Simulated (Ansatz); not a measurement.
## Run report: SiH2BrOF3, geometry relaxation (part 2 of 2)

The same run, continued: SiH2BrOF3; RKS B3LYP-D4/def2-SVP (Ansatz 0.2.0). The input holds or restrains some coordinates. Forces given for the steps count only the free coordinates. It belongs to a series of runs on one base structure; here: pulled along the bonds that form and break, towards end A.

Geometry of the input (Å):
```
Si -0.5089  -0.3284  -0.5526
Br 2.0987  -0.9625  -0.2666
F  -0.7887  -1.8016  -1.0463
F  -0.1583  0.7507  -1.6491
F  -1.9811  0.0780  -0.1257
H  1.3426  0.2731  1.0983
O  0.1056  0.5300  1.2211
H  -0.1099  1.4606  1.3208
```

Trajectory as extended XYZ, continued:
```
8
Properties=species:S:1:pos:R:3:forces:R:3 step=5 energy=-88141.95925
Si   -0.3895   -0.5729   -0.9466    0.0617   0.7096   1.9388
Br    1.8037   -1.1027   -0.5495   -1.0570   0.2071   0.0555
F    -0.9752   -2.0154   -1.2955   -0.0400   0.0180  -0.8204
F    -0.1740    0.7449   -1.8331   -0.1177  -0.3851  -0.7555
F    -1.6382   -0.0036   -0.0415    1.0574  -0.5780  -0.3636
H     1.2001    0.6901    1.5264    0.0312   0.2096   0.0192
O     0.2599    0.7066    1.7518   -0.3460   0.4983  -0.4163
H    -0.0869    1.5528    1.3880    0.4104  -0.6795   0.3423
8
Properties=species:S:1:pos:R:3:forces:R:3 step=6 energy=-88142.20873
Si   -0.4119   -0.6040   -0.9663    0.2900   0.1531   1.5163
Br    1.7441   -1.1524   -0.4508   -1.0493   0.2035  -0.0873
F    -0.9797   -2.0097   -1.4895    0.0948   0.3379  -0.6385
F    -0.2203    0.7174   -1.8523   -0.0976  -0.3966  -0.5520
F    -1.6348   -0.1362   -0.0076    0.6923  -0.3659  -0.2023
H     1.2341    0.7539    1.5513   -0.3287   0.0729   0.1143
O     0.2705    0.7501    1.6989    0.1389   0.8652  -0.3500
H    -0.0020    1.6808    1.5161    0.2596  -0.8701   0.1994
8
Properties=species:S:1:pos:R:3:forces:R:3 step=7 energy=-88142.40902
Si   -0.4278   -0.6225   -0.9606    0.4640  -0.6861   0.5926
Br    1.6927   -1.1894   -0.3499   -1.0833   0.1571  -0.2489
F    -0.9943   -1.9646   -1.6782    0.3441   0.8825  -0.0154
F    -0.2626    0.6781   -1.8802   -0.0829  -0.2703  -0.2397
F    -1.6024   -0.2414    0.0647    0.3205  -0.2321  -0.0941
H     1.2659    0.8166    1.5835   -0.5187  -0.0562   0.1142
O     0.2915    0.7875    1.6744    0.3856   1.1986  -0.2912
H     0.0370    1.7356    1.5462    0.1707  -0.9935   0.1824
8
Properties=species:S:1:pos:R:3:forces:R:3 step=8 energy=-88142.54842
Si   -0.4394   -0.6556   -0.9515    0.4775  -0.6118   0.5300
Br    1.6319   -1.2848   -0.2557   -1.0344   0.1960  -0.3527
F    -0.9617   -1.8895   -1.8597    0.2552   0.6522   0.1349
F    -0.2986    0.6997   -1.7913   -0.0124  -0.1876  -0.0639
F    -1.6067   -0.4312    0.1244    0.3116  -0.1822  -0.1873
H     1.2638    0.8293    1.5644   -0.3239   0.0136   0.0552
O     0.2919    0.8848    1.6034    0.2826   0.6433  -0.1532
H     0.1189    1.8472    1.5659    0.0437  -0.5235   0.0369
8
Properties=species:S:1:pos:R:3:forces:R:3 step=9 energy=-88142.64010
Si   -0.4475   -0.6877   -0.9232    0.6841  -0.4214   0.5549
Br    1.5786   -1.3962   -0.1776   -0.9900   0.2435  -0.4044
F    -0.9294   -1.7741   -2.0095    0.1245   0.3252   0.1643
F    -0.2998    0.7339   -1.6405   -0.0078  -0.0917   0.0296
F    -1.6012   -0.6205    0.1832    0.2062  -0.1168  -0.2249
H     1.2466    0.8418    1.4962   -0.1432   0.0868   0.0468
O     0.2863    0.9701    1.5470    0.0785   0.1305  -0.1502
H     0.1664    1.9326    1.5243    0.0477  -0.1561  -0.0161
8
Properties=species:S:1:pos:R:3:forces:R:3 step=10 energy=-88142.67967
Si   -0.4550   -0.7051   -0.8825    0.7900  -0.3600   0.4877
Br    1.5457   -1.4692   -0.1246   -0.9757   0.2651  -0.4257
F    -0.8909   -1.6645   -2.0998    0.1088   0.2903   0.2494
F    -0.2961    0.7843   -1.4470   -0.0366  -0.1325   0.0065
F    -1.6258   -0.7715    0.2029    0.1645  -0.0613  -0.1883
H     1.2399    0.8470    1.4434   -0.1140   0.0774   0.0455
O     0.2892    1.0131    1.5397    0.0126   0.2111  -0.1926
H     0.1930    1.9659    1.3678    0.0504  -0.2900   0.0175
8
Properties=species:S:1:pos:R:3:forces:R:3 step=11 energy=-88142.67168 accepted=F
Si   -0.4506   -0.7021   -0.8434    0.6483  -0.4231   0.3228
Br    1.5361   -1.5314   -0.1123   -0.9718   0.4415  -0.3748
F    -0.8362   -1.5746   -2.1444    0.0915   0.3500   0.3483
F    -0.3389    0.8337   -1.2971    0.0249  -0.3057   0.0260
F    -1.6306   -0.8978    0.2184    0.2278   0.0174  -0.2112
H     1.1890    0.7891    1.4378   -0.4037   0.1668   0.1157
O     0.2613    1.0767    1.5482    0.4088   0.9606  -0.6425
H     0.2699    2.0063    1.1928   -0.0260  -1.2076   0.4156
8
Properties=species:S:1:pos:R:3:forces:R:3 step=12 energy=-88142.69344
Si   -0.4590   -0.7101   -0.8613    0.9244  -0.3042   0.4679
Br    1.5385   -1.4885   -0.1082   -0.9834   0.2866  -0.4164
F    -0.8683   -1.6104   -2.1249    0.0635   0.1303   0.1171
F    -0.3124    0.7994   -1.3679   -0.0103  -0.0401  -0.0115
F    -1.6406   -0.8385    0.1999    0.0678  -0.0430  -0.0354
H     1.2307    0.8363    1.4429   -0.0432   0.0336   0.0453
O     0.2883    1.0381    1.5409   -0.0289   0.2452  -0.2187
H     0.2228    1.9735    1.2786    0.0101  -0.3085   0.0516
8
Properties=species:S:1:pos:R:3:forces:R:3 step=13 energy=-88142.70191
Si   -0.4583   -0.7022   -0.8477    1.0033  -0.3393   0.5225
Br    1.5378   -1.4967   -0.1064   -0.9700   0.3249  -0.4098
F    -0.8579   -1.5714   -2.1320    0.0163   0.0596   0.0302
F    -0.3212    0.8169   -1.3257   -0.0100   0.0027   0.0035
F    -1.6299   -0.8727    0.2165    0.0162  -0.0121  -0.0240
H     1.2128    0.8124    1.4656   -0.0642   0.0683   0.0385
O     0.2791    1.0585    1.5483   -0.0201   0.0167  -0.1822
H     0.2374    1.9552    1.1814    0.0285  -0.1208   0.0214
8
Properties=species:S:1:pos:R:3:forces:R:3 step=14 energy=-88142.70044 accepted=F
Si   -0.4581   -0.7066   -0.8234    1.0239  -0.2402   0.4805
Br    1.5485   -1.5066   -0.1148   -0.9944   0.3526  -0.3697
F    -0.8461   -1.5087   -2.1518    0.0018  -0.0047   0.0068
F    -0.3341    0.8343   -1.2352   -0.0255  -0.0239  -0.0240
F    -1.6233   -0.9466    0.2338    0.0234  -0.0031  -0.0169
H     1.1613    0.7619    1.5046   -0.3729   0.2440   0.0323
O     0.2505    1.1126    1.5396    0.3237   0.2830  -0.4118
H     0.3014    1.9596    1.0471    0.0201  -0.6077   0.3027
8
Properties=species:S:1:pos:R:3:forces:R:3 step=15 energy=-88142.70555
Si   -0.4585   -0.6997   -0.8348    1.0244  -0.3302   0.4964
Br    1.5401   -1.4997   -0.1057   -0.9752   0.3431  -0.3928
F    -0.8482   -1.5428   -2.1378    0.0000   0.0243   0.0022
F    -0.3291    0.8281   -1.2886   -0.0071   0.0096   0.0161
F    -1.6307   -0.8995    0.2227    0.0094  -0.0023  -0.0051
H     1.1983    0.7970    1.4799   -0.0459   0.0588   0.0421
O     0.2732    1.0758    1.5532   -0.0248   0.0846  -0.2345
H     0.2550    1.9407    1.1109    0.0193  -0.1879   0.0756
8
Properties=species:S:1:pos:R:3:forces:R:3 step=16 energy=-88142.70837
Si   -0.4569   -0.6993   -0.8274    0.9945  -0.3022   0.5070
Br    1.5441   -1.4980   -0.1042   -0.9774   0.3482  -0.4030
F    -0.8472   -1.5170   -2.1461    0.0187   0.0140   0.0057
F    -0.3396    0.8383   -1.2525    0.0023  -0.0051  -0.0061
F    -1.6231   -0.9272    0.2309    0.0047  -0.0037  -0.0066
H     1.1772    0.7782    1.5062   -0.0955   0.0795   0.0445
O     0.2621    1.0971    1.5489    0.0466   0.0769  -0.2501
H     0.2835    1.9278    1.0441    0.0061  -0.2075   0.1086
8
Properties=species:S:1:pos:R:3:forces:R:3 step=17 energy=-88142.70900
Si   -0.4603   -0.6888   -0.8197    0.9963  -0.3768   0.4993
Br    1.5462   -1.4813   -0.1051   -0.9717   0.3625  -0.3883
F    -0.8336   -1.5047   -2.1441   -0.0024   0.0254  -0.0090
F    -0.3626    0.8526   -1.2358    0.0141   0.0150   0.0045
F    -1.6263   -0.9395    0.2337    0.0128   0.0134  -0.0058
H     1.1676    0.7631    1.5475   -0.1171   0.0972   0.0293
O     0.2614    1.1105    1.5537    0.0552   0.0863  -0.3062
H     0.3075    1.8879    0.9697    0.0129  -0.2230   0.1763
8
Properties=species:S:1:pos:R:3:forces:R:3 step=18 energy=-88142.71063
Si   -0.4630   -0.6938   -0.8209    1.0273  -0.2773   0.4788
Br    1.5521   -1.4686   -0.1104   -0.9820   0.3347  -0.3885
F    -0.8387   -1.5041   -2.1478    0.0017   0.0022   0.0010
F    -0.3683    0.8490   -1.2341    0.0007  -0.0071  -0.0050
F    -1.6230   -0.9491    0.2373   -0.0003  -0.0043   0.0015
H     1.1477    0.7515    1.5674   -0.0466   0.0540   0.0385
O     0.2525    1.1214    1.5424   -0.0008  -0.1050  -0.1272
H     0.3408    1.8936    0.9659    0.0001   0.0028   0.0008
```

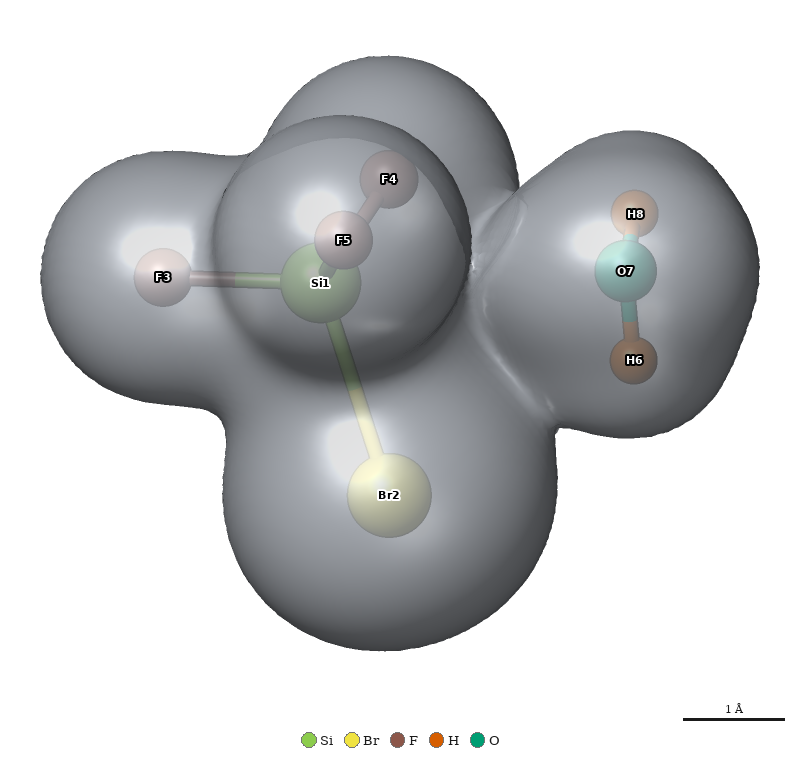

Isosurface of the electron density at 0.06 e/Å³ (grey), seen face on. At this value the surface is in one piece. On the grid the lowest density along these lines, outside the cores, is 0.07 e/Å³ (Si···O, 3.06 Å), 0.92 e/Å³ (Si–F, 1.59 Å), 0.58 e/Å³ (Si–Br, 2.27 Å) and 2.4 e/Å³ (O–H, 0.97 Å).

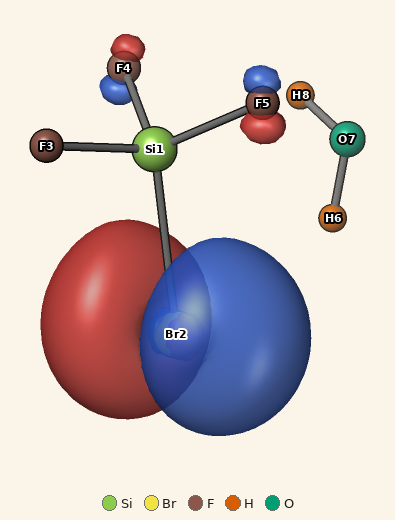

One frontier orbital at ±0.15 Å⁻³ᐟ² (red and blue are the two phases), seen at an oblique angle. The HOMO−1, at −8.96 eV.

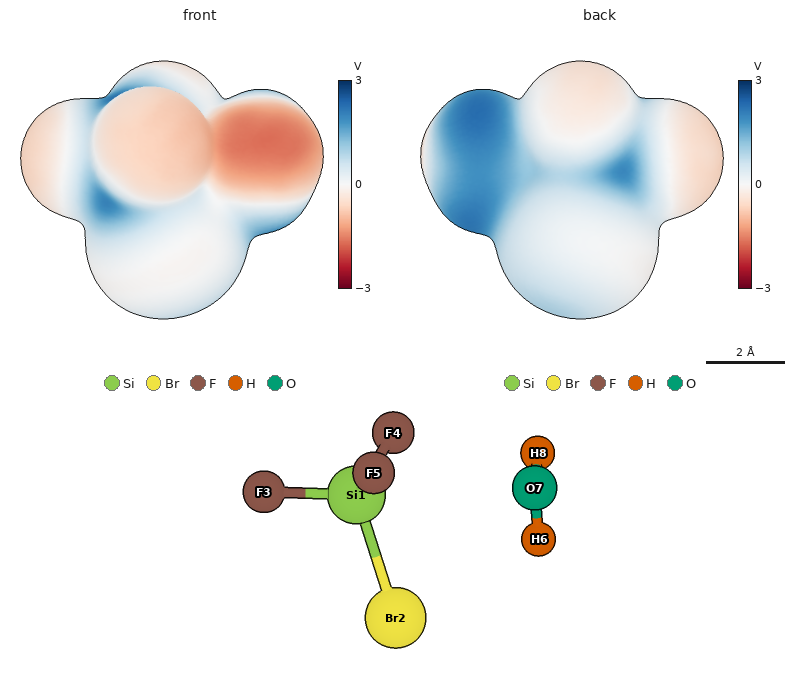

The molecular electrostatic potential painted on the density surface at 0.002 e/bohr³, seen at a tilt and from behind; red is negative and blue positive. The bare structure is drawn below in the same view. A positive charge is drawn to the negative regions and a negative charge to the positive ones.

Summary:

```tsv
quantity	value
outcome	converged under the restraints of the input
total energy	−88142.7109 eV
mean-field energy	−88142.3863 eV
largest force (length of the vector) at the end, held atoms and coordinates included	1.167 eV/Å
wall time	34 s (CPU time 65 s)
peak memory	0.33 GiB
```
